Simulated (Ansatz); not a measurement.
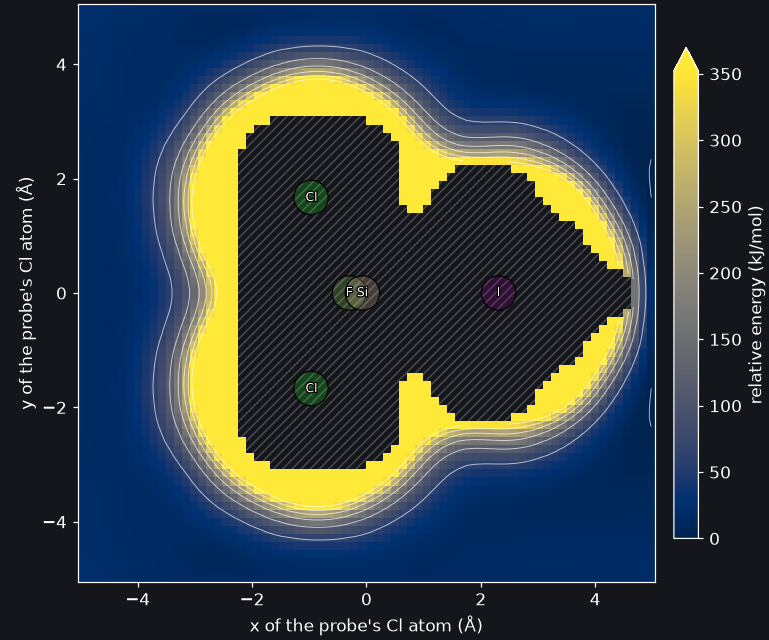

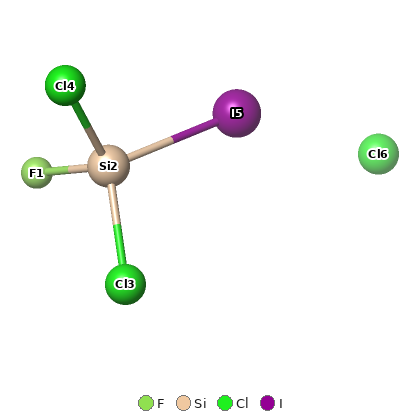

Energy landscape of Cl₂FISi (SMILES F[Si](Cl)(Cl)I) with the probe Cl-. 
- The probe is moved over the molecule's main plane.
- First axis: x of the probe's Cl atom. Second axis: y of the probe's Cl atom.
- Nothing is relaxed (molecule and probe rigid).
- The grid has 13 × 13 points; 68 points were computed and 63 follow by symmetry. At 38 points there is no value (left out of the scan, as a rule where atoms come close).
- Points are written as (first, second).
- Energies: kJ/mol, counted from the lowest grid point.
- Theory: RHF/def2-SVPD in Ansatz.

In the figure: a smooth colour map with a few white contour lines, labelled circles for the molecule's atoms, projected on the plane, one colour for all values above the top of the scale, hatched blanks where no value was computed. Between grid points the surface is interpolated. The second picture is the structure at the lowest point.

**What does the map say about the system?**

The lowest grid point is at (4.98 Å, −1.66 Å) [nearest 1 I at 3.17 Å]. It lies at the edge of the scanned range, so the true minimum may lie outside. The energy also falls towards the edge at (−2.49 Å, −4.98 Å) [nearest 1 Cl at 3.70 Å] (15 kJ/mol above the lowest) and (−2.49 Å, 4.98 Å) [nearest 1 Cl at 3.70 Å] (15 kJ/mol above the lowest), where a further well may lie outside the range. The highest grid point, (0.83 Å, −1.66 Å) [nearest 1 Si at 1.89 Å and 1 Cl at 1.92 Å], lies 1380 kJ/mol above the lowest.

The values on the grid:

```
y of the probe's Cl atom ↓, x of the probe's Cl atom →  −4.98  −4.15  −3.32  −2.49  −1.66  −0.83  0.00  0.83  1.66  2.49  3.32  4.15  4.98
                                                  4.98     23     21     17     15     17     19    19    17    17    18    18    19    20
                                                  4.15     22     18     16     29     70    100    68    29    15    14    14    14    15
                                                  3.32     21     18     35    178    595    889   539   136    35    26    17    10     9
                                                  2.49     20     23    103    725      –      –     –   558   226   225   121    26     1
                                                  1.66     20     26    165   1282      –      –     –  1380     –     –   838   151     0
                                                  0.83     19     22    119    923      –      –     –     –     –     –     –   507    14
                                                  0.00     19     18     70    450      –      –     –     –     –     –     –     –    25
                                                 −0.83     19     22    119    923      –      –     –     –     –     –     –   507    14
                                                 −1.66     20     26    165   1282      –      –     –  1380     –     –   838   151     0
                                                 −2.49     20     23    103    725      –      –     –   558   226   225   121    26     1
                                                 −3.32     21     18     35    178    595    889   539   136    35    26    17    10     9
                                                 −4.15     22     18     16     29     70    100    68    29    15    14    14    14    15
                                                 −4.98     23     21     17     15     17     19    19    17    17    18    18    19    20
```

Each point was launched as `ansatz run input.yaml --threads 1 --pin off --max-ram 2560MiB --backend cpu --events-out ev --progress --plain --runs-dir out`. The whole map (68 points run) took 13 min on 1 thread of Arm Neoverse V2 (shared host).
